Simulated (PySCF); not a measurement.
# S2F2 (Difluorodisulfane) at 4 levels

Aim: a comparison of 4 runs (MP2/STO-6G, CISD/STO-6G, CCSD(T)/STO-6G, FCI/STO-6G) of S2F2 (Difluorodisulfane). 

The calculation is run with PySCF 2.14.0.

17 further runs of the same task are left out: 5 that didn't finish, 12 set aside as unsound or not needed.

## Step 1: Starting point

The species is S2F2 (4 atoms), meant as a singlet with charge 0. As SMILES, `FSSF`. The S3–F4 distance was set to 3.050 Å, away from the relaxed value. At this shape a bond of the SMILES string is far longer than usual.

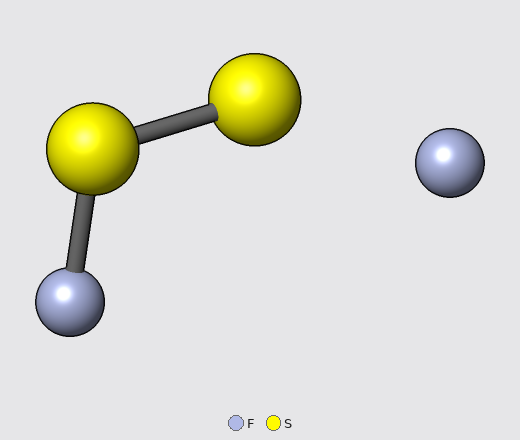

Viewed from a chosen angle; fluorine light blue, sulfur yellow.

## Step 2: The energy at MP2/STO-6G (run 1)

Contents of job.py:

```python
from pyscf import gto, scf, mp

mol = gto.M(
    atom='''
F       -1.931592      -0.240305      -1.977511
S       -0.583402       0.786875      -1.973311
S        0.931328      -0.322145      -1.567451
F        1.210900      -0.280260       1.469320
''',
    basis='sto-6g',
    max_memory=1860,
    verbose=4,
)

mf = scf.RHF(mol)
mf.conv_tol = 1e-10
mf.kernel()
if not mf.converged:
    mf = mf.newton().run(mf.mo_coeff, mf.mo_occ)

pt = mp.MP2(mf, frozen=12).run()
e_tot = pt.e_tot
print(f'total energy: {e_tot:.8f} hartree')
```

On the command line:

```
$ OMP_NUM_THREADS=1 python job.py
```

Standard output:

```text
PySCF version 2.14.0

[... 100 lines left out ...]
converged SCF energy = -989.90298817948
[... 1 line left out ...]
******** <class 'pyscf.mp.mp2.RMP2'> ********
nocc = 13, nmo = 16
frozen orbitals 12
E(RMP2) = -990.16462602499  E_corr = -0.261637845509944
E(SCS-RMP2) = -990.206307728018  E_corr = -0.303319548537265
E_corr(same-spin) = -0.012283691624616
E_corr(oppo-spin) = -0.249354153885328
total energy: -990.16462602 hartree
```

Wall time 1.1 s (1 thread of Intel Xeon 6975P-C (Granite Rapids), shared host); peak memory 0.12 GiB.

## Step 3: A single-point energy at CISD/STO-6G (run 2)

Contents of run.py:

```python
from pyscf import gto, scf, ci

mol = gto.M(
    atom=[
    ('F', (-1.931592, -0.240305, -1.977511)),
    ('S', (-0.583402, 0.786875, -1.973311)),
    ('S', (0.931328, -0.322145, -1.567451)),
    ('F', (1.210900, -0.280260, 1.469320)),
],
    spin=0,
    charge=0,
    verbose=4,
    max_memory=1860,
    basis='sto-6g',
)

mf = scf.RHF(mol)
mf.conv_tol = 1e-10
mf.kernel()
if not mf.converged:
    mf = mf.newton().run(mf.mo_coeff, mf.mo_occ)

cisd = ci.CISD(mf, frozen=12)
cisd.kernel()
e_final = cisd.e_tot
print('E(%s) = %.9f' % ('CISD', e_final))
```

On the command line:

```
$ OMP_NUM_THREADS=1 python run.py
```

Standard output:

```text
PySCF version 2.14.0

[... 100 lines left out ...]
converged SCF energy = -989.90298817948
[... 1 line left out ...]
******** <class 'pyscf.ci.cisd.RCISD'> ********
CISD nocc = 13, nmo = 16
frozen orbitals 12
max_cycle = 50
direct = 0
conv_tol = 1e-09
max_cycle = 50
max_space = 12
lindep = 0
nroots = 1
Init t2, MP2 energy = -0.261638062293598
RCISD converged
E(RCISD) = -990.1887285105354  E_corr = -0.2857403310549367
E(CISD) = -990.188728511
```

It took 0.81 s on 1 thread of Intel Xeon 6975P-C (Granite Rapids), shared host; peak memory 0.1 GiB.

Run 3 isn't shown in full; the table further down has it.

## Step 4: A single-point energy at FCI/STO-6G (run 4)

Contents of job.py:

```python
from pyscf import gto, mcscf
from pyscf import fci

mol = gto.M(
    atom='''
F     -1.931592    -0.240305    -1.977511
S     -0.583402     0.786875    -1.973311
S      0.931328    -0.322145    -1.567451
F      1.210900    -0.280260     1.469320
''',
    max_memory=1860,
    spin=0,
    verbose=3,
    basis='sto-6g',
)

mf = mol.RHF()
mf.conv_tol = 1e-10
mf.kernel()
if not mf.converged:
    mf = mf.newton().run(mf.mo_coeff, mf.mo_occ)

cas = mcscf.CASCI(mf, mf.mo_coeff.shape[-1] - 12, (mol.nelec[0] - 12, mol.nelec[1] - 12))  # full CI above the frozen core
cas.fcisolver = fci.direct_spin0.FCI(mol)  # even spin states alone
cas.kernel()
print('<S^2> = %.4f' % cas.fcisolver.spin_square(cas.ci, cas.ncas, cas.nelecas)[0])
energy = cas.e_tot
print(f'total energy: {energy:.8f} hartree')
```

On the command line:

```
$ OMP_NUM_THREADS=1 python job.py
```

Standard output:

```text
converged SCF energy = -989.90298817948
CASCI E = -990.237215028815  E(CI) = -115.637037504708  S^2 = 0.0000000
<S^2> = 0.0000
total energy: -990.23721503 hartree
```

Wall time 19 s (1 thread of Intel Xeon 6975P-C (Granite Rapids), shared host); peak memory 0.19 GiB.

## Step 5: All runs side by side

```
run           level  energy (Eh)  dipole moment (D) of the reference  HOMO energy (eV)  LUMO energy (eV)  wall time
  1      MP2/STO-6G  -990.164626                                2.53             -4.69              0.72      1.1 s
  2     CISD/STO-6G  -990.188729                                2.53             -4.69              0.72     0.81 s
  3  CCSD(T)/STO-6G  -990.239390                                2.53             -4.69              0.72      1.3 s
  4      FCI/STO-6G  -990.237215                                2.53             -4.69              0.72       19 s
```

## Step 6: What came out

```
                                           quantity          value
                                run 4: total energy  -990.23722 Eh
        run 4: dipole moment (Hartree–Fock density)         2.53 D
         run 4: HOMO energy (Hartree–Fock orbitals)       -4.69 eV
         run 4: LUMO energy (Hartree–Fock orbitals)        0.72 eV
       run 4: HOMO–LUMO gap (Hartree–Fock orbitals)        5.40 eV
run 4: correlation energy (12 core orbitals frozen)     -334.2 mEh
```

**Reading.** Against full CI in this basis: MP2 +72.6 mEh; CISD +48.5 mEh; CCSD(T) -2.2 mEh. In run 3 the T1 diagnostic is large, so a single reference may not serve. In runs 1, 2, 3, 4 the basis is minimal, so the values are rough. In runs 1, 2, 3 a closed-shell determinant meets a far-stretched bond, which it describes badly. All runs together took 22 s, the longest 19 s.
